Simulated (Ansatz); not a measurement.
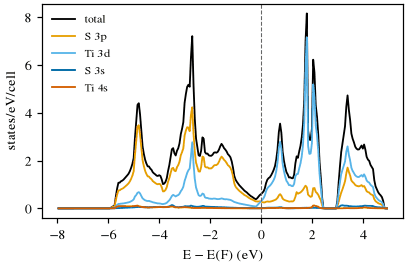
Fig. 1. Total and projected density of states of TiS$_{2}$ (CdI2 type, space group No. 164), plane-wave PAW LDA (Ansatz code)

Q: Which orbitals carry the states next to the Fermi level?

A: Within 0.5 eV of the Fermi level: Ti 3d 56 %, S 3p 39 %. Projections are on Löwdin-orthogonalised atomic valence shells; empty p or d shells of many metals are not among them.

Q: Where is the tallest occupied peak in this window, and what makes it?

A: Near -2.7 eV, about 7.2 states/eV per cell; the largest projected share is S 3p.

Space group P-3m1 (CdI2 type). The cell was relaxed with LDA under the symmetry of its start. No spin polarisation was allowed. A crystal of weakly bound layers computed without a dispersion correction: the cell and the soft elastic constants depend strongly on that.

Potentials: the later of the program's two PAW sets.
